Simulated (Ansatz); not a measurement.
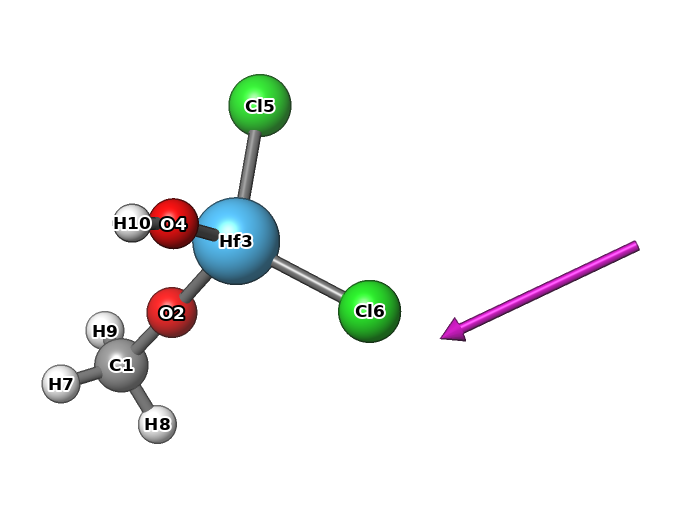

The arrow beside the molecule shows the direction of the dipole moment, from the negative to the positive end (its length means nothing). Charge 0, singlet. The geometry was computed by an optimisation with PBE0-D4/def2-TZVP. No frequency run is at hand to confirm it as a minimum. Method: RKS PBE0-D4/def2-TZVP, core potentials on Hf (Ansatz 0.2.0).

> Estimate the dipole moment.

4.03 D; it points from the side of Cl5, Cl6 to the side of H7 (the outermost atoms at the two ends).
